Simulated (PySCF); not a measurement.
Run report: BSi3H8ClO, excited-state calculation

BSi3H8ClO, SMILES [SiH3]B([SiH3])O[SiH2]Cl, computed with TDDFT CAM-B3LYP/def2-SVPD, vertical, gas phase, core orbitals frozen in the response (PySCF 2.14.0).

The geometry comes from this level: PBE0-D3(BJ)/def2-SVP.

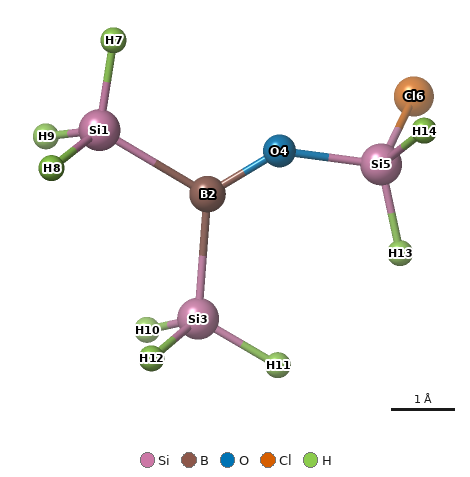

Fig. 1: The structure as given in the input (ball-and-stick view, seen at a tilt; atoms are numbered from 1 in the order of the input). Bond lengths as drawn: B–O 1.35 Å, B–Si 2.05 Å, Cl–Si 2.05 Å, H–Si 1.48 to 1.50 Å and O–Si 1.67 Å.

Summary

```json
{"quantity": "outcome", "value": "converged"}
{"quantity": "total energy", "value": "−1433.158621 hartree"}
{"quantity": "HOMO", "value": "−8.44 eV"}
{"quantity": "LUMO", "value": "−0.72 eV"}
{"quantity": "dipole moment", "value": "1.71 D"}
{"quantity": "mean polarisability", "value": "116.52 a.u."}
{"quantity": "vertical ionisation energy", "value": "9.03 eV"}
{"quantity": "vertical electron affinity", "value": "0.26 eV"}
{"quantity": "lowest singlet excitation", "value": "3.71 eV"}
{"quantity": "hardware", "value": "1 CPU thread, shared host"}
{"quantity": "wall time", "value": "1.8 min"}
{"quantity": "peak memory", "value": "1.1 GiB"}
```

Input
```
{"job": {"kind": "uv", "xc": "CAM-B3LYP", "basis": "def2-SVPD", "nstates": 6, "ntriplets": 2, "ip": true}, "charge": 0, "multiplicity": 1}
Si     2.042417    -1.020090     0.809268
B      0.343425    -0.417513    -0.158845
Si     0.044894     1.600585    -0.367250
O     -0.493144    -1.380918    -0.612394
Si    -1.888350    -1.539853    -1.517515
Cl    -1.379119    -2.457364    -3.280326
H      2.146294    -2.508456     0.933261
H      2.093994    -0.421263     2.183191
H      3.247632    -0.517036     0.071683
H      1.199430     2.172648    -1.132992
H     -1.220304     2.028817    -1.045560
H      0.070478     2.220931     0.997101
H     -2.469746    -0.208832    -1.820846
H     -2.802727    -2.419659    -0.754945
```

The first line tells a small driver script what to run in PySCF; the rest is the geometry in Å.

Command:
```bash
OMP_NUM_THREADS=1 python <driver script> task.json out
```

Output
```
coarse grid: 13632 points
cycle   1  E = -1432.8772012400  dE =  1.452e-01  |g| = 6.825e-01  |ddm| = 4.643e+00
cycle   2  E = -1432.8057773784  dE =  7.142e-02  |g| = 9.583e-01  |ddm| = 2.070e+00
cycle   3  E = -1432.9769766332  dE = -1.712e-01  |g| = 8.294e-02  |ddm| = 9.315e-01
cycle   4  E = -1432.9785912464  dE = -1.615e-03  |g| = 3.335e-02  |ddm| = 2.169e-01
cycle   5  E = -1432.9789212299  dE = -3.300e-04  |g| = 3.235e-03  |ddm| = 9.484e-02
cycle   6  E = -1432.9789257003  dE = -4.470e-06  |g| = 8.025e-04  |ddm| = 1.768e-02
final grid: 112920 points
cycle   7  E = -1433.1586203553  dE = -1.162e-05  |g| = 1.343e-03  |ddm| = 4.231e-02
cycle   8  E = -1433.1586205718  dE = -2.165e-07  |g| = 1.035e-03  |ddm| = 4.888e-03
cycle   9  E = -1433.1586208166  dE = -2.448e-07  |g| = 2.574e-04  |ddm| = 1.782e-03
cycle  10  E = -1433.1586208275  dE = -1.088e-08  |g| = 1.096e-04  |ddm| = 3.588e-04
cycle  11  E = -1433.1586208301  dE = -2.615e-09  |g| = 1.744e-05  |ddm| = 1.674e-04
cycle  12  E = -1433.1586208302  dE = -1.223e-10  |g| = 4.378e-06  |ddm| = 4.786e-05
```

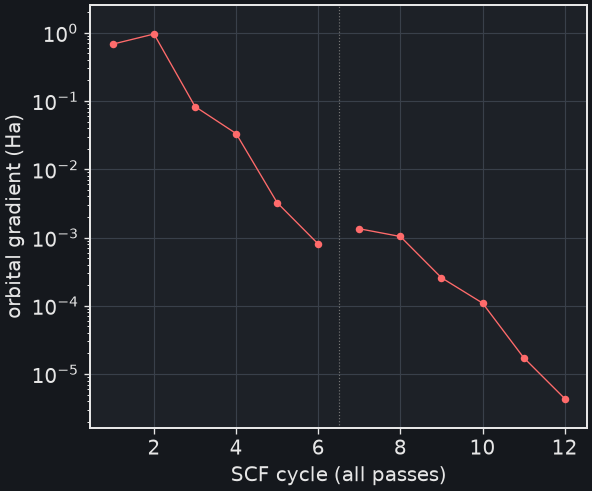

Fig. 2: Convergence of the self-consistent field: orbital gradient against the SCF cycle. The dotted line marks the change from a coarse to the final integration grid. The first 6 cycles use a coarse grid, the final grid takes over at cycle 7, and the field converges after 12 cycles in all.

```
converged SCF energy = -1433.1586208302

Static polarisability (au): isotropic 116.521, principal 99.686 121.099 128.777

Singlet excitations
state   eV       nm        f      main configurations
  1   3.7149    333.7   0.00001   H->L 0.98
  2   5.8385    212.4   0.02218   H->L+1 0.85
  3   6.4482    192.3   0.00444   H->L+2 0.83
  4   6.7457    183.8   0.05277   H->L+3 0.59, H->L+4 0.19
  5   7.0328    176.3   0.02488   H-2->L 0.42, H-4->L 0.35
  6   7.0642    175.5   0.00050   H-2->L 0.51, H-4->L 0.36

Triplet excitations (Tamm-Dancoff, eV): 3.0852 5.4261
Vertical ionisation energy (delta-SCF) = 9.0305 eV
Vertical electron affinity (delta-SCF) = 0.2648 eV
```

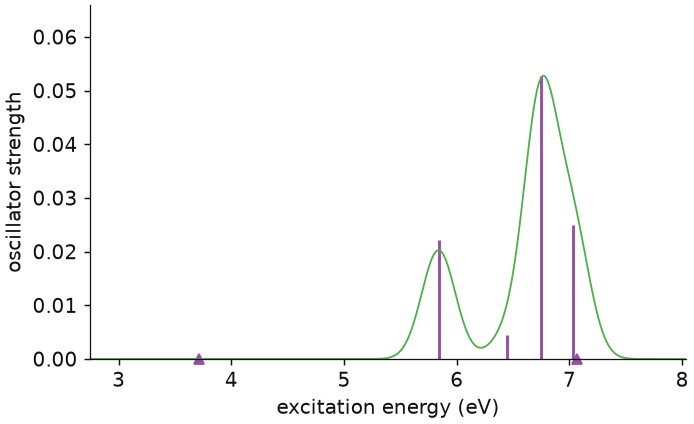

Fig. 3: Computed excitations as sticks (degenerate states added up, dark ones marked on the axis), with a Gaussian envelope of 0.35 eV full width at half maximum, scaled to the tallest. Of the 6 states the lowest lies at 3.71 eV (f = 0.000); the strongest line is at 6.75 eV, or 184 nm (f = 0.053).

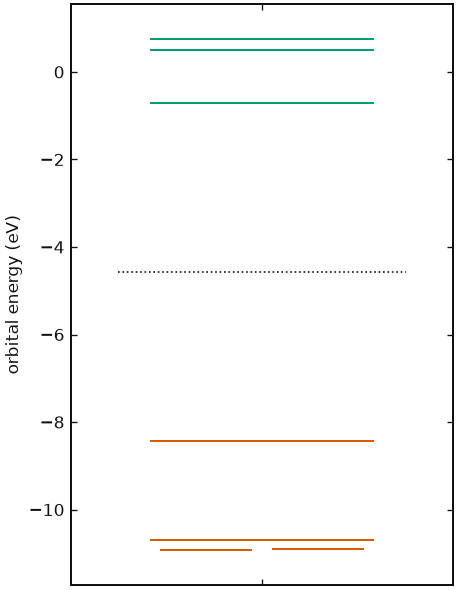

Fig. 4: Orbital energies near the frontier; the dotted line parts filled from empty levels, and levels within 0.02 eV of each other stand side by side. Highest filled −8.44 eV, lowest empty −0.72 eV, 7.72 eV apart.
